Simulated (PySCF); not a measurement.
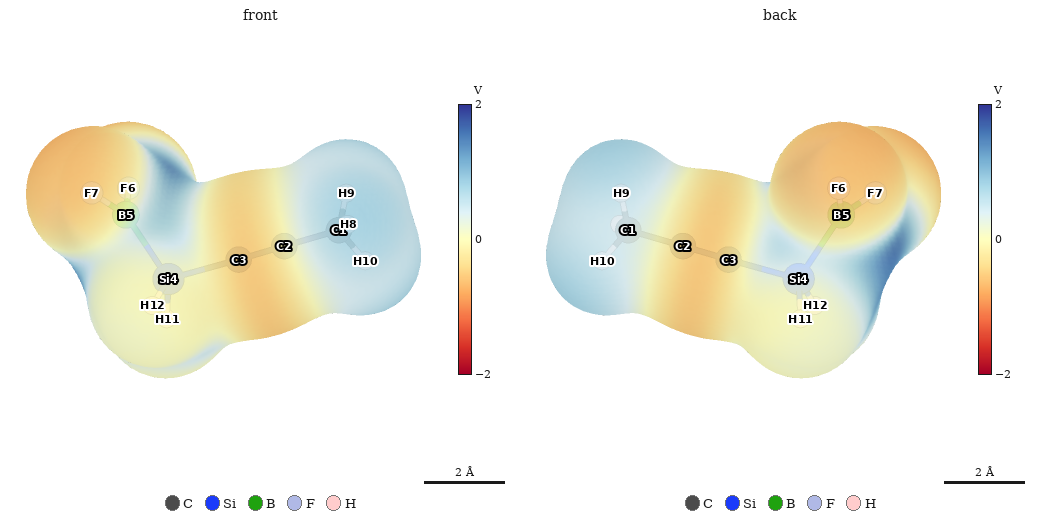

*C3H5BF2Si (SMILES CC#C[SiH2]B(F)F). The molecular electrostatic potential painted on the density surface at 0.001 e/bohr³, seen from the front and from behind; the colour scale runs from red (negative) to blue (positive).*

Geometry: GFN2-xTB.

All numbers below come from CAM-B3LYP/def2-SVPD, SCF density, gas phase (PySCF 2.14.0).

```xyz
12

C     2.7783    0.3753    0.0748
C     1.4004   -0.0519    0.1562
C     0.2516   -0.4137    0.2260
Si   -1.5170   -0.9379    0.3370
B    -2.6769    0.6393    0.0027
F    -2.8095    1.2290   -1.1734
F    -3.4062    1.2377    0.9298
H     3.1571    0.5965    1.0724
H     2.8551    1.2714   -0.5408
H     3.3867   -0.4130   -0.3679
H    -1.7102   -2.0118   -0.6519
H    -1.7083   -1.5217    1.6737
```

**Describe the electrostatic potential map.**

The most negative region (about −0.7 V) lies over F6 and F7, the most positive (about +1.5 V) over B5.
